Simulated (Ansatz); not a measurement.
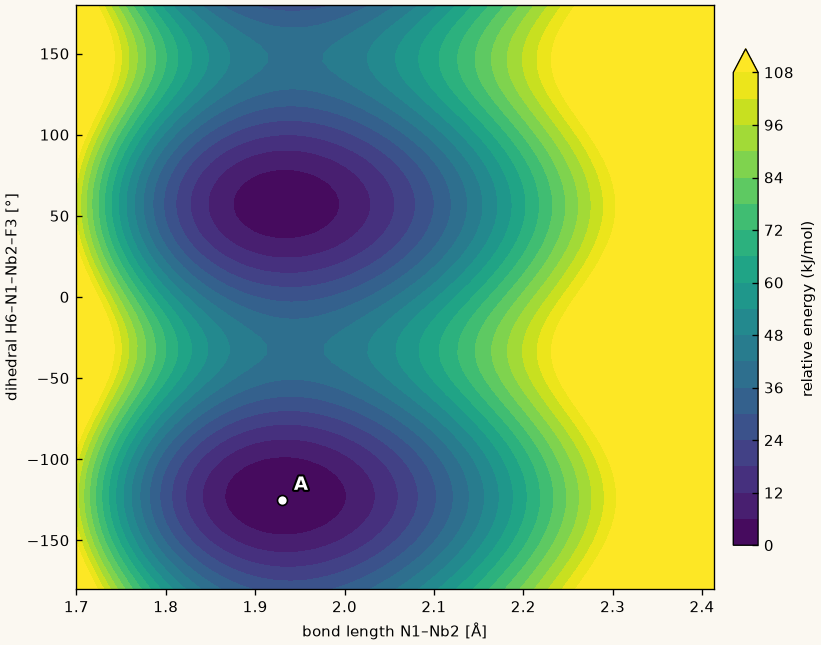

ClFH₂NNbS, SMILES [NH2][Nb]([F])(=[S])[Cl]. 
- The first coordinate is: bond length N1–Nb2; the second: dihedral H6–N1–Nb2–F3.
- Nothing is relaxed (all other coordinates rigid).
- Grid: 15 × 15 points.
- Energies: kJ/mol, counted from the relaxed molecule at the same level.
- Theory: RKS PBE0-D4/def2-SVP in Ansatz.

The picture shows filled contours, one colour for all values above the top of the scale, the point A. Between grid points the surface is interpolated.

> Find the lowest pass out of the well at A.

The easiest path leads from the well at about bond length N1–Nb2 = 1.93 Å, dihedral H6–N1–Nb2–F3 = −125° to the well at about bond length N1–Nb2 = 1.93 Å, dihedral H6–N1–Nb2–F3 = 55°, about 1.4 kJ/mol higher (on a rigid scan; wells that are mirror images or exchange like atoms can differ by this much). Its highest point lies about 41 kJ/mol above the bottom of the first well on the interpolated surface, at about bond length N1–Nb2 = 1.94 Å, dihedral H6–N1–Nb2–F3 = 145°. The start is the relaxed structure and all else is held, so a fully relaxed path at this level can only be lower.

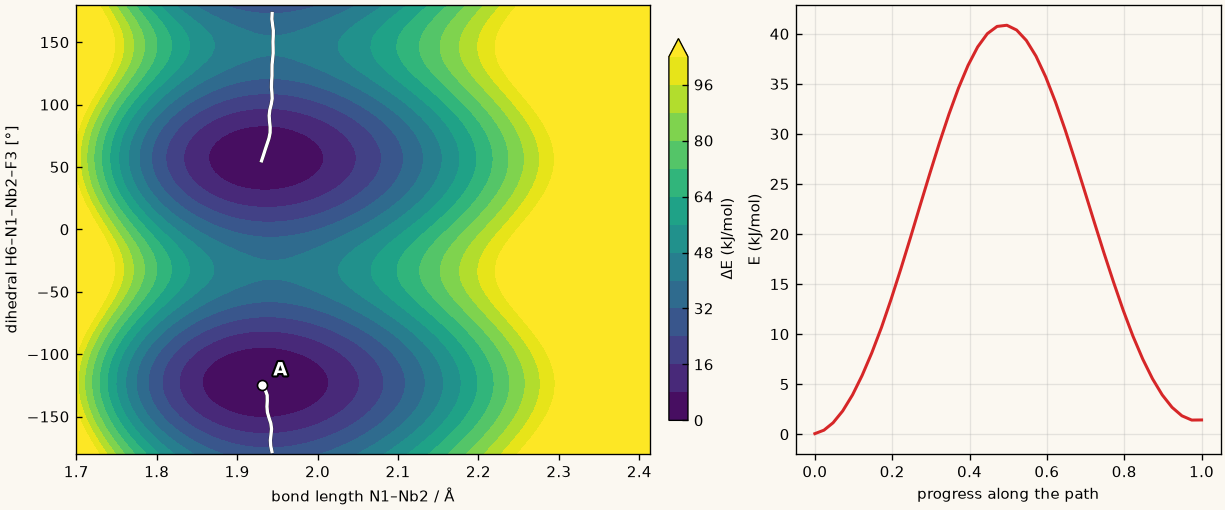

Drawn: filled contours, a line along the lowest path, one colour for all values above the top of the scale, the energy along the path at the right. Between grid points the surface is interpolated.
